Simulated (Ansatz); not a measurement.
# AlO (oxoaluminum): levels of theory compared

Aim: a comparison of 6 runs (UHF/3-21G, U-wB97X/6-31G, UB3LYP/6-31G, RPA@PBE/6-31G, UMP2/6-31G, UCCSD(T)/6-31G) of AlO (oxoaluminum). 

The results are computed with Ansatz 0.2.0.

48 further runs of the same task are left out: 2 that didn't finish, 46 set aside as unsound or not needed.

## (1) The molecule

AlO: 2 atoms, total charge 0, spin state doublet. SMILES: `[O]=[Al]`. The Al2–O1 distance was set to 3.240 Å, away from the relaxed value.

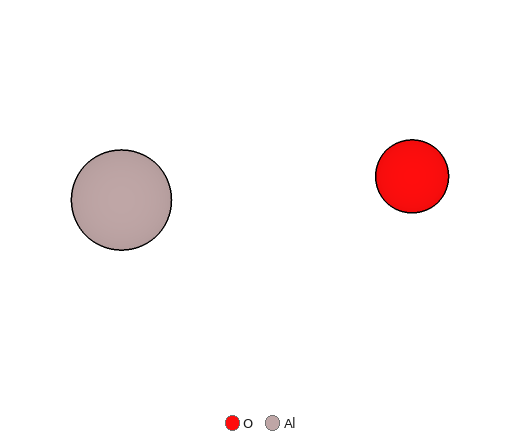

The structure, seen from a chosen angle (oxygen red, aluminium light grey).

## (2) A single-point energy at UHF/3-21G (run 1)

The input, input.yaml:

```yaml
crystal:
  periodic: [false, false, false]
  atoms:
    - symbol: O
      position_ang: [0.000000, -0.000000, -1.644830]
    - symbol: Al
      position_ang: [-0.000000, 0.000000, 1.594970]
basis:
  gaussian:
    orbitals: 3-21G.json
magnetization:
  spin_polarized: true
  initial_magnetization: 1
hamiltonian:
  xc: hf
accuracy: high
```

The basis set 3-21G is read from a file made from the Basis Set Exchange's data (not shown).

On the command line:

```
ansatz run input.yaml --threads 1 --pin off --max-ram 3480MiB --events-out events.jsonl --progress --plain --runs-dir runs
```

The log of the run:

```text
Warning: RAYON_NUM_THREADS=1 ignored (pool sized by the plan → 1); use --threads N
Functional definition: HF
  name "HF"
  exchange = exact_x
  correlation = 0
382 factors; integrals over basis functions are off by at most 4.3e-9 eV
mean field evaluation 1: about -8562.1733 eV, gradient 2.8e1 eV
mean field evaluation 2: about -8562.1742 eV, gradient 2.8e1 eV
mean field evaluation 4: about -8566.0457 eV, gradient 1.1e1 eV
mean field evaluation 8: about -8567.0554 eV, gradient 9.6e-1 eV
mean field evaluation 16: about -8570.0943 eV, gradient 6.8e-1 eV
mean field evaluation 32: about -8570.1076 eV, gradient 1.2e-1 eV
mean field evaluation 64: about -8570.1252 eV, gradient 2.6e-1 eV
mean field evaluation 96: about -8570.1099 eV, gradient 1.6e-1 eV
mean field evaluation 128: about -8570.1063 eV, gradient 3.9e-1 eV
mean field evaluation 160: about -8570.1045 eV, gradient 2.6e-1 eV
mean field evaluation 192: about -8568.6192 eV, gradient 6.1e0 eV
mean field evaluation 224: about -8570.0799 eV, gradient 2.0e-1 eV
mean field evaluation 256: about -8568.9987 eV, gradient 1.8e-1 eV
mean field evaluation 288: about -8566.6834 eV, gradient 2.5e0 eV
mean field evaluation 320: about -8566.0440 eV, gradient 1.1e1 eV
mean field evaluation 352: about -8567.4699 eV, gradient 7.3e0 eV
mean field -8570.21240627 eV, -314.9494968318 hartree, gradient 4.5e-8 eV, S^2 1.746000; 14 other end points of the search recorded, 0 dependent functions left out
reference -8570.21240627 eV, -314.9494968318 hartree; 11, 10 occupied and 11, 12 virtual orbitals, 382 factors
Total energy: -8570.21240627 eV, -314.9494968318 hartree
```

Run time: 0.68 s. Hardware: 1 thread of Intel Xeon Platinum 8488C (Sapphire Rapids), shared host.

## (3) The energy at U-wB97X/6-31G (run 2)

The input, in.yaml:

```yaml
crystal:
  periodic: [false, false, false]
  atoms:
    - symbol: O
      position_ang: [0.000000, -0.000000, -1.644830]
    - symbol: Al
      position_ang: [-0.000000, 0.000000, 1.594970]
basis:
  gaussian:
    orbitals: 6-31G
magnetization:
  spin_polarized: true
  initial_magnetization: 1
hamiltonian:
  xc: {name: wB97X}
accuracy: high
```

On the command line:

```
ansatz run in.yaml --threads 1 --pin off --max-ram 3480MiB --events-out events.jsonl --progress --plain --runs-dir runs
```

The log of the run, shortened:

```text
Warning: RAYON_NUM_THREADS=1 ignored (pool sized by the plan → 1); use --threads N
Functional definition: wB97X
  name "wB97X"
[...]
      + exact_x_lr(omega)
[...]
      + integral(e_c_pw_opposite_spin*poly(b97_u_opposite, 1, cos1, cos2, cos3, cos4))
384 factors; integrals over basis functions are off by at most 3.6e-9 eV
174 factors; integrals over basis functions are off by at most 1.4e-9 eV
[...]
mean field -8636.90293490 eV, -317.4003285545 hartree, gradient 7.9e-9 eV, S^2 1.263874; 8 other end points of the search recorded, 0 dependent functions left out
reference -8636.90293377 eV, -317.4003285128 hartree; 11, 10 occupied and 11, 12 virtual orbitals, 384 factors
Total energy: -8636.90293377 eV, -317.4003285128 hartree
```

Run time: 28 s. Hardware: 1 thread of Intel Xeon Platinum 8488C (Sapphire Rapids), shared host; peak memory 0.32 GiB.

Runs 3 to 5 aren't shown in full; the table further down has their settings and results.

## (4) The energy at UCCSD(T)/6-31G (run 6)

The input, molecule.yaml:

```yaml
crystal:
  periodic: [false, false, false]
  atoms:
    - {symbol: O, position_ang: [0.000000, -0.000000, -1.644830]}
    - {symbol: Al, position_ang: [-0.000000, 0.000000, 1.594970]}
basis:
  gaussian: {orbitals: 6-31G}
correlation: {method: ccsd_t, frozen_orbitals: {Al: 5, O: 1}}
scf: {omitted_lower_state_checks: [cluster_reference, increment]}
magnetization: {spin_polarized: true, initial_magnetization: 1}
accuracy: high
```

On the command line:

```
ansatz run molecule.yaml --threads 1 --pin off --max-ram 3480MiB --events-out events.jsonl --progress --plain --runs-dir runs
```

The log of the run:

```text
Warning: RAYON_NUM_THREADS=1 ignored (pool sized by the plan → 1); use --threads N
[... 25 lines left out ...]
6 core orbitals not correlated: weight in the atoms' cores, before any rotation towards them, 1.000 or more for the frozen orbitals, at most 0.000 for the correlated occupied ones
[... 67 lines left out ...]
Total energy: -8619.07369017 eV, -316.7451158956 hartree
Checks for a lower state left out: cluster_reference, increment
```

Run time: 1.6 s. Hardware: 1 thread of Intel Xeon Platinum 8488C (Sapphire Rapids), shared host.

## (5) The series

```
run           level  frozen core orbitals  energy (Eh)   ⟨S²⟩  wall time
  1       UHF/3-21G                     –  -314.949497  1.746     0.68 s
  2   U-wB97X/6-31G                     –  -317.400329  1.264       28 s
  3    UB3LYP/6-31G                     –  -317.464331  1.128      7.5 s
  4   RPA@PBE/6-31G                     6  -316.832692  1.042      6.9 s
  5      UMP2/6-31G                     6  -316.708799  1.658      1.2 s
  6  UCCSD(T)/6-31G                     6  -316.745116  1.658      1.6 s
```

## (6) What came out

```
                                          quantity          value
                               run 6: total energy  -316.74512 Eh
run 6: correlation energy (6 core orbitals frozen)     -108.8 mEh
                             run 6: (T) correction      -3.16 mEh
          run 6: ⟨S²⟩ of the reference determinant          1.658
                              run 6: T1 diagnostic          0.100
```

Totals of different functionals can't be ranked against each other. Spin contamination of the reference: run 1 ⟨S²⟩ = 1.75, run 5 ⟨S²⟩ = 1.66, run 6 ⟨S²⟩ = 1.66, run 2 ⟨S²⟩ = 1.26, run 3 ⟨S²⟩ = 1.13, run 4 ⟨S²⟩ = 1.04. Where it is this large, the reference is a mixture of spin states, and values that rest on it are in doubt. All runs together took 46 s, the longest 28 s.
